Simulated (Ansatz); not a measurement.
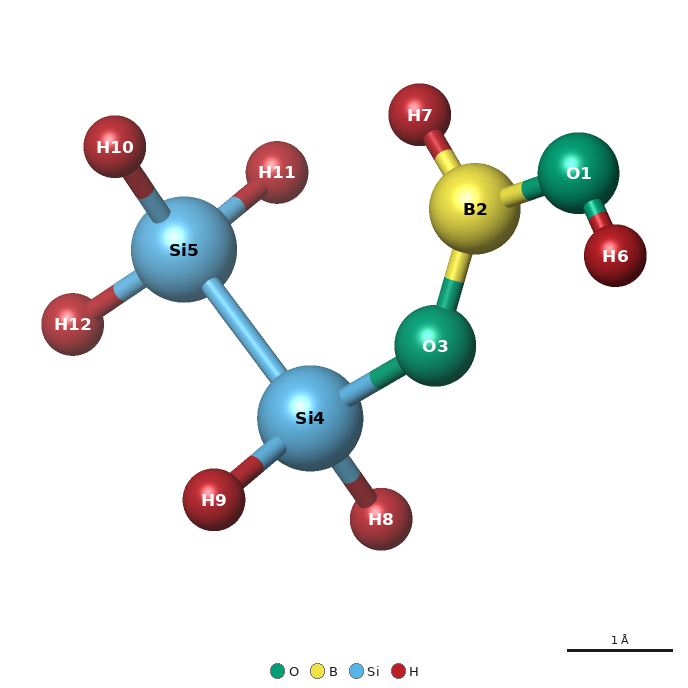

The atoms are numbered. The geometry was computed by an optimisation with PBE-D4/def2-SVP. No frequency run is at hand to confirm it as a minimum.

List the bonds and their lengths.

| bond | length (Å) | order |
| --- | --- | --- |
| O1–B2 | 1.361 | single |
| O1–H6 | 0.977 | single |
| B2–O3 | 1.373 | single |
| B2–H7 | 1.220 | single |
| O3–Si4 | 1.700 | single |
| Si4–Si5 | 2.359 | single |
| Si4–H8 | 1.505 | single |
| Si4–H9 | 1.504 | single |
| Si5–H10 | 1.504 | single |
| Si5–H11 | 1.504 | single |
| Si5–H12 | 1.507 | single |
